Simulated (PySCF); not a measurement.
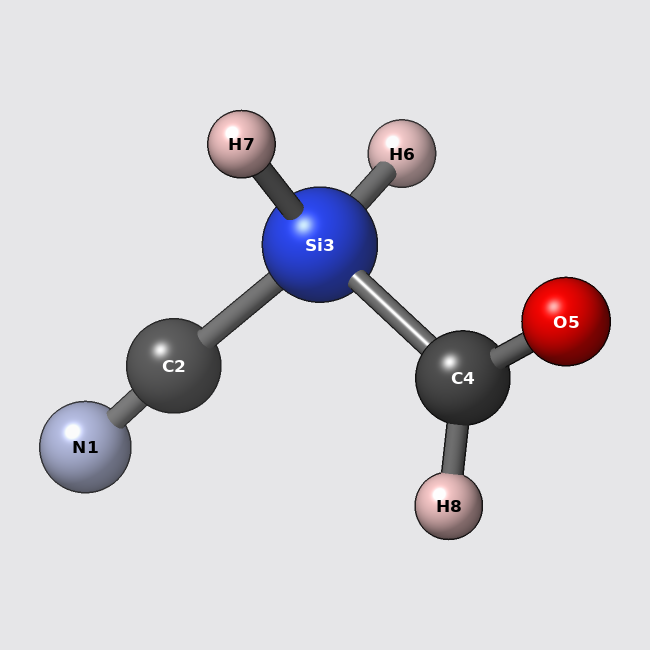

Computed geometry: PBE0-D3(BJ)/def2-SVP optimisation. No frequency run is at hand to confirm it as a minimum. Method: delta-SCF UKS SCAN, pcX-2 on the ionised atom, pcseg-1 elsewhere, spin-free X2C (PySCF 2.14.0).

Give the core-electron binding energies (to vacuum; p and d levels without spin–orbit splitting) of N1 1s, C2 1s, Si3 1s, Si3 2p, C4 1s, O5 1s.

```csv
atom,level,binding energy (eV)
N1,1s,405.5
C2,1s,292.1
Si3,1s,1848.1
Si3,2p,108.5
C4,1s,294.1
O5,1s,539.2
```
